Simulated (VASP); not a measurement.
# From one sheet to two: 1T-TiTe2 monolayer, part 3 of 9

Aim: relax 1T-TiTe2 monolayer, place its levels against the vacuum, then find how two sheets stack and bind.

VASP 6.6.1, plane waves and PAW; the level of theory is named at each step.

So far. Step 2 (Relaxing the monolayer): The run ended after 9 ionic steps, 0.059 eV below its first step, once forces and stress met EDIFFG = -0.015. Step 3 (A second relaxation): The start already met the threshold, so nothing moved.

## 4. Vacuum level and density of states

Level of this step: r2SCAN with rVV10, no spin polarisation; plane waves and PAW (Ti, Te) (VASP).

A static run writes the electrostatic potential without exchange and correlation (LVHAR), which is flat in the vacuum and gives the level to count from. The dipole correction cancels the field that unlike faces would set up across the vacuum.

INCAR

```
SYSTEM = TiTe2
PREC = Normal
ENCUT = 350
EDIFF = 1E-06
NELM = 120
ISMEAR = 0
SIGMA = 0.03
LREAL = .FALSE.
ALGO = Normal
METAGGA = R2SCAN
LUSE_VDW = .TRUE.
IVDW_NL = 2
BPARAM = 11.95
CPARAM = 0.0093
LASPH = .TRUE.
NBANDS = 14
LORBIT = 11
LWAVE = .FALSE.
LCHARG = .TRUE.
IDIPOL = 3
LDIPOL = .TRUE.
DIPOL = 0.5 0.5 0.5
LVHAR = .TRUE.
LVACPOTAV = .TRUE.
NEDOS = 1500
LELF = .TRUE.
```

POSCAR

```
TiTe2
1.0
    3.7482642872      0.0000000000      0.0000000000
   -1.8741321436      3.2460920928      0.0000000000
    0.0000000000      0.0000000000     22.0000000000
Ti Te
1 2
Direct
    0.0000000000      0.0000000000      0.5000000000
    0.3333333333      0.6666666667      0.4218579176
    0.6666666667      0.3333333333      0.5781420824
```

KPOINTS

```
Automatic mesh
0
Gamma
9 9 1
0 0 0
```

KPOINTS_OPT

```
Line mode
14
Line-mode
Reciprocal
  0.00000000   0.00000000   0.00000000 GAMMA
  0.50000000   0.00000000   0.00000000 M

  0.50000000   0.00000000   0.00000000 M
  0.33333333   0.33333333   0.00000000 K

  0.33333333   0.33333333   0.00000000 K
  0.00000000   0.00000000   0.00000000 GAMMA
```

PAW data sets: Ti and Te (PBE family, release 64).

Started as:

```
> mpirun -np 4 vasp_std
```

The program printed:

```text
[banner, memory and clock lines left out]
running    4 mpi-ranks, on    1 nodes
 distrk:  each k-point on    4 cores,    1 groups
 distr:  one band on    1 cores,    4 groups

 POSCAR found type information on POSCAR TiTe
 POSCAR found :  2 types and       3 ions
 [... a notice as in an earlier step ...]

 [... a notice as in an earlier step ...]

 LDA part: xc-table for (None), standard interpolation
|                                                                             |
|           W    W    AA    RRRRR   N    N  II  N    N   GGGG   !!!           |
|           W    W   A  A   R    R  NN   N  II  NN   N  G    G  !!!           |
|           W    W  A    A  R    R  N N  N  II  N N  N  G       !!!           |
|           W WW W  AAAAAA  RRRRR   N  N N  II  N  N N  G  GGG   !            |
|           WW  WW  A    A  R   R   N   NN  II  N   NN  G    G                |
|           W    W  A    A  R    R  N    N  II  N    N   GGGG   !!!           |
|                                                                             |
|     The number of bands has been changed from the values supplied in        |
|     The orbitals not found in the WAVECAR file will be initialized with     |
|     random numbers, which is usually adequate. For correlated               |
|     calculations, however, you should redo the groundstate calculation.     |
|     I found NBANDS = 14. Now, NBANDS = 16.                                  |
|                                                                             |

 POSCAR, INCAR and KPOINTS ok, starting setup
 FFT: planning ... GRIDC
 FFT: planning ... GRID_SOFT
 FFT: planning ... GRID
 WAVECAR not read
 entering main loop
       N       E                     dE             d eps       ncg     rms          rms(c)
Total rVV10 correction in eV:      0.6240143    26.1787018
DAV:   1     0.326204671667E+02    0.32620E+02   -0.37199E+03   384   0.509E+02
DAV:   2    -0.601908981153E+02   -0.92811E+02   -0.83902E+02   520   0.122E+02
DAV:   3    -0.692227054937E+02   -0.90318E+01   -0.88706E+01   520   0.427E+01
DAV:   4    -0.695079707083E+02   -0.28527E+00   -0.28519E+00   576   0.907E+00
DAV:   5    -0.695116608379E+02   -0.36901E-02   -0.36901E-02   624   0.108E+00    0.136E+01
Total rVV10 correction in eV:      0.6215868    26.1793931
DAV:   6    -0.672124684269E+02    0.22992E+01   -0.59222E+00   448   0.289E+01    0.126E+01
Total rVV10 correction in eV:      0.6188652    26.1831364
DAV:   7    -0.662167452925E+02    0.99572E+00   -0.13038E+01   504   0.421E+01    0.863E+00
Total rVV10 correction in eV:      0.6157476    26.1811988
DAV:   8    -0.654737888483E+02    0.74296E+00   -0.11300E+00   472   0.976E+00    0.260E+00
Total rVV10 correction in eV:      0.6152704    26.1817671
DAV:   9    -0.654291456689E+02    0.44643E-01   -0.18560E-01   528   0.475E+00    0.111E+00
Total rVV10 correction in eV:      0.6165725    26.1818476
DAV:  10    -0.654344652126E+02   -0.53195E-02   -0.49653E-02   464   0.292E+00    0.735E-01
Total rVV10 correction in eV:      0.6174267    26.1818253
DAV:  11    -0.654292698935E+02    0.51953E-02   -0.15181E-02   496   0.165E+00    0.253E-01
Total rVV10 correction in eV:      0.6182838    26.1815658
DAV:  12    -0.654301350230E+02   -0.86513E-03   -0.26256E-03   464   0.684E-01    0.192E-01
Total rVV10 correction in eV:      0.6200039    26.1808347
DAV:  13    -0.654308839856E+02   -0.74896E-03   -0.14628E-03   424   0.344E-01    0.754E-02
Total rVV10 correction in eV:      0.6201394    26.1806327
DAV:  14    -0.654310593170E+02   -0.17533E-03   -0.17551E-04   488   0.874E-02    0.497E-02
Total rVV10 correction in eV:      0.6209349    26.1799104
DAV:  15    -0.654317082419E+02   -0.64892E-03   -0.24031E-04   408   0.103E-01    0.262E-02
Total rVV10 correction in eV:      0.6214816    26.1793567
DAV:  16    -0.654320106801E+02   -0.30244E-03   -0.83422E-05   432   0.595E-02    0.258E-02
Total rVV10 correction in eV:      0.6217118    26.1790808
DAV:  17    -0.654321949348E+02   -0.18425E-03   -0.29742E-05   456   0.306E-02    0.109E-02
Total rVV10 correction in eV:      0.6218658    26.1788595
DAV:  18    -0.654324142580E+02   -0.21932E-03   -0.27733E-05   472   0.266E-02    0.468E-03
Total rVV10 correction in eV:      0.6218890    26.1787913
DAV:  19    -0.654324747730E+02   -0.60515E-04   -0.47576E-06   512   0.135E-02    0.397E-03
Total rVV10 correction in eV:      0.6218748    26.1787106
DAV:  20    -0.654325281304E+02   -0.53357E-04   -0.58531E-06   456   0.107E-02    0.117E-03
Total rVV10 correction in eV:      0.6218649    26.1786983
DAV:  21    -0.654325330550E+02   -0.49246E-05   -0.46121E-07   448   0.519E-03    0.634E-04
Total rVV10 correction in eV:      0.6218620    26.1786953
DAV:  22    -0.654325350544E+02   -0.19994E-05   -0.21574E-07   312   0.420E-03    0.535E-04
Total rVV10 correction in eV:      0.6218607    26.1786956
DAV:  23    -0.654325352020E+02   -0.14762E-06   -0.69083E-08   368   0.257E-03
|                                                                             |
|           W    W    AA    RRRRR   N    N  II  N    N   GGGG   !!!           |
|           W    W   A  A   R    R  NN   N  II  NN   N  G    G  !!!           |
|           W    W  A    A  R    R  N N  N  II  N N  N  G       !!!           |
|           W WW W  AAAAAA  RRRRR   N  N N  II  N  N N  G  GGG   !            |
|           WW  WW  A    A  R   R   N   NN  II  N   NN  G    G                |
|           W    W  A    A  R    R  N    N  II  N    N   GGGG   !!!           |
|                                                                             |
|     Did not find any points to average over, which means that no vacuum     |
|     field-free region was found. Please increase the size of  your cell     |
|     in the dimension of the dipole correction to obtain accurate            |
|     workfunction values.                                                    |
|                                                                             |

Total rVV10 correction in eV:      0.6218577    26.1786990
Total rVV10 correction in eV:      0.6218591    26.1786966
   1 F= -.65432535E+02 E0= -.65431930E+02  d E =-.120963E-02
 Start KPOINTS_OPT (optional k-point list driver)
k-point batch [1-12\42]
       N       E                     dE             ncg
DAV:   1    -0.236836240058E+03   -0.19853E+04      384
DAV:   2    -0.111994210086E+04   -0.88311E+03      496
DAV:   3    -0.120483669497E+04   -0.84895E+02      448
DAV:   4    -0.120803247304E+04   -0.31958E+01      560
DAV:   5    -0.120807512120E+04   -0.42648E-01      568
DAV:   6    -0.120807618392E+04   -0.10627E-02      592
DAV:   7    -0.120807621069E+04   -0.26769E-04      576
DAV:   8    -0.120807621129E+04   -0.59774E-06      424
[...]
k-point batch [37-42\42]
       N       E                     dE             ncg
DAV:   1     0.180654705583E+04   -0.37769E+03      192
DAV:   2     0.140317787275E+04   -0.40337E+03      232
DAV:   3     0.136502319478E+04   -0.38155E+02      232
DAV:   4     0.136342298122E+04   -0.16002E+01      248
DAV:   5     0.136338794118E+04   -0.35040E-01      272
DAV:   6     0.136338724710E+04   -0.69408E-03      256
DAV:   7     0.136338722406E+04   -0.23043E-04      288
DAV:   8     0.136338722362E+04   -0.44043E-06      168
```

Elapsed: 76 s, on 4 MPI ranks of Intel Xeon Platinum 8259CL at 2.50GHz (Skylake/Cascade Lake), shared host; peak memory 0.77 GiB.

OUTCAR, selected parts (step 4):

```text
The static configuration has the point symmetry D_3d.

 Found     12 irreducible k-points:

   k-points           NKPTS =     12   k-points in BZ     NKDIM =     12   number of bands    NBANDS=     16

   NELECT =      16.0000    total number of electrons

 E-fermi :  -1.8348

 k-point     3 :       0.2222   -0.0000    0.0000
  band No.  band energies     occupation
    ...
      4      -4.9601      2.00000
      5      -3.9705      2.00000
      6      -3.5913      2.00000
      7      -2.8959      2.00000
      8      -2.3300      2.00000
      9      -1.5330      0.00000
     10      -0.4279      0.00000
     11      -0.3584      0.00000
     12       0.4116      0.00000
     13       1.2221      0.00000
    ...

 k-point     5 :       0.4444   -0.0000    0.0000
  band No.  band energies     occupation
    ...
      5      -4.4368      2.00000
      6      -3.8465      2.00000
      7      -3.7340      2.00000
      8      -2.6712      2.00000
      9      -1.8886      1.98881
     10      -0.6065      0.00000
     11      -0.2190      0.00000
     12       1.1874      0.00000
     13       1.2421      0.00000
     14       3.0460      0.00000
    ...

  Total        0.0053157      0.0053157     -0.0162050      0.0000000      0.0000000      0.0000000
  in kB        0.0318166      0.0318166     -0.0969943      0.0000000      0.0000000      0.0000000
  external PRESSURE =      -0.0111203 kB  Pullay stress =       0.0000000 kB

 POSITION                                       TOTAL-FORCE (eV/Angst)
 -----------------------------------------------------------------------------------
      0.00000      0.00000     11.00000         0.000000      0.000000      0.000000
     -0.00000      2.16406      9.28087        -0.000000     -0.000000     -0.001875
      1.87413      1.08203     12.71913        -0.000000      0.000000      0.001875
 -----------------------------------------------------------------------------------
    total drift:                               -0.000000     -0.000000      0.000000

  FREE ENERGIE OF THE ION-ELECTRON SYSTEM (eV)
  ---------------------------------------------------
  free  energy   TOTEN  =       -65.4325352020 eV

  energy  without entropy=      -65.4313255671  energy(sigma->0) =      -65.43193038

 vacuum level on the upper side and lower side of the slab         3.164         3.164

[... 14 parts as in an earlier step ...]
```

Numbers from this step:

```
vacuum levels                              : 3.164, 3.164 eV
work functions of the upper and lower face : 4.999, 4.999 eV
```

Electronic bands along the path, in eV, zero at the Fermi level; # counts the bands kept:

| point | #3 | #4 | #5 | #6 | #7 | #8 | #9 | #10 |
| --- | --- | --- | --- | --- | --- | --- | --- | --- |
| Γ | -1.76 | -1.55 | 0.41 | 0.41 | 0.64 | 1.09 | 1.09 | 3.47 |
| M | -2.51 | -2.03 | -1.96 | -0.84 | -0.07 | 1.21 | 1.62 | 3.06 |
| K | -3.89 | -2.93 | -2.16 | -2.16 | 1.17 | 1.28 | 1.28 | 2.42 |
| Γ | -1.76 | -1.55 | 0.41 | 0.41 | 0.64 | 1.09 | 1.09 | 3.47 |

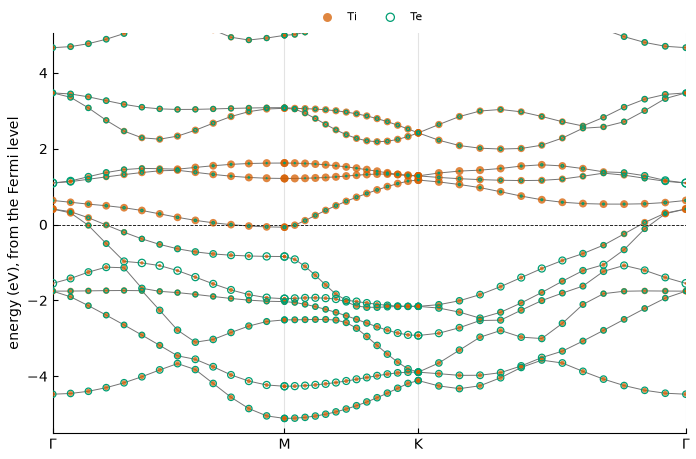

Electronic bands along the path; dots are coloured as in the legend, and their area grows with the weight.

Zero at the Fermi level. Table of planar average of the electrostatic potential by height:

| height (Å) | planar average of the electrostatic potential (eV) |
| --- | --- |
| 0 | 5.00 |
| 2 | 5.00 |
| 4 | 5.00 |
| 6 | 4.99 |
| 8 | 3.39 |
| 10 | -6.14 |
| 12 | -6.14 |
| 14 | 3.39 |
| 16 | 4.99 |
| 18 | 5.00 |
| 20 | 5.00 |

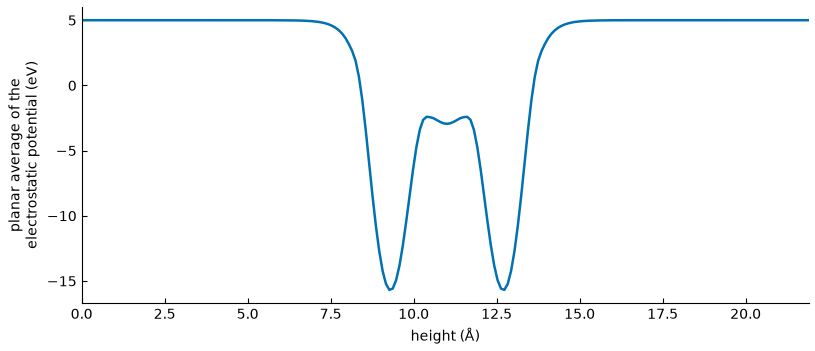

Planar average of the electrostatic potential against height.

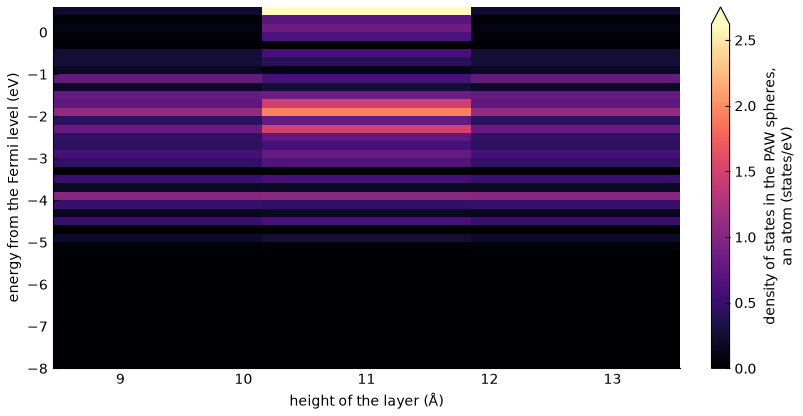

Density of states in the PAW spheres, an atom over height of the layer and energy from the Fermi level.

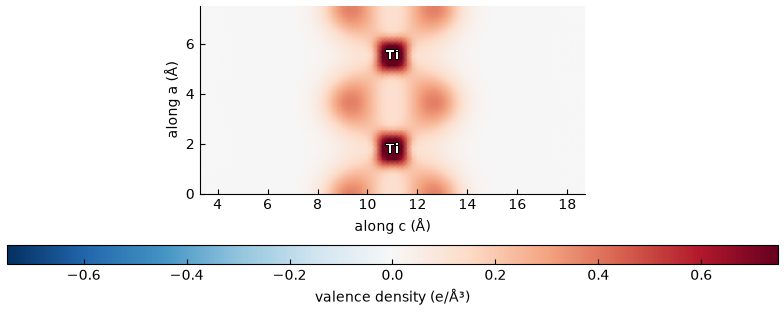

Valence density in the ca plane at fractional y = 0.000, with atoms of Ti within 0.2 Å of it. It is the smooth field of the valence electrons, not physical close to the nuclei. The map starts off the cell's origin, so that atoms lie inside it. The far vacuum is left out of the map.

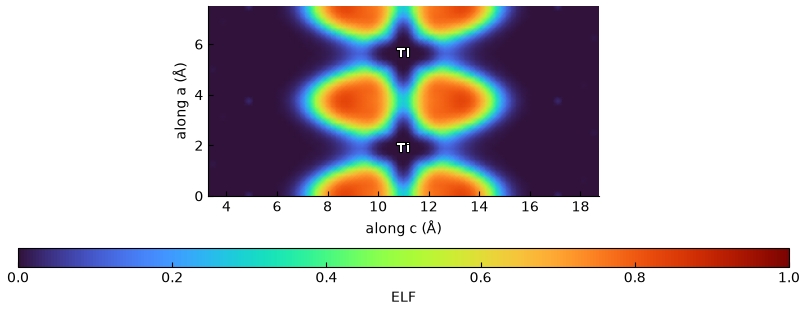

ELF in the ca plane at fractional y = 0.000, with atoms of Ti within 0.2 Å of it. It is the smooth field of the valence electrons, not physical close to the nuclei. The map starts off the cell's origin, so that atoms lie inside it. The far vacuum is left out of the map.

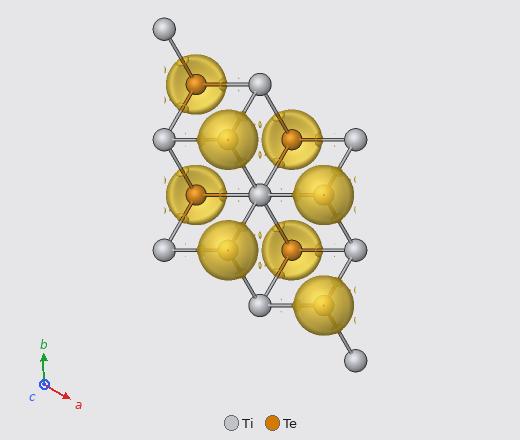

Surface of ELF = 0.85. 2×2×1 cells are drawn.

The map of layer states is cut here 0.5 eV above the Fermi level, so it leaves out the states above that.

The vacuum level lies 5.00 eV above the Fermi level at the upper face; both faces agree, as the slab has next to no dipole.

The program found no field-free point at its default tolerance, but its printed level agrees with the flat part of the planar average.

On this mesh the fine structure of the density of states is sampling noise, and high empty states may be cut by the number of bands.

(Continued in part 4 of 9.)

[Lines on the potential files, build, host, timing and source positions are cut from VASP's logs without a mark.]

[Logs are printed without paths, hosts, clocks, repeated set-up lines and the standing remarks that a program may print on its own settings, such as how far it seeks lower states.]

[Hosts, paths, dates, database ids (printed as entryN), source tags and the programs' standing remarks are cut or masked in the printed files.]

[Runs that stopped without an error message from VASP are left out.]
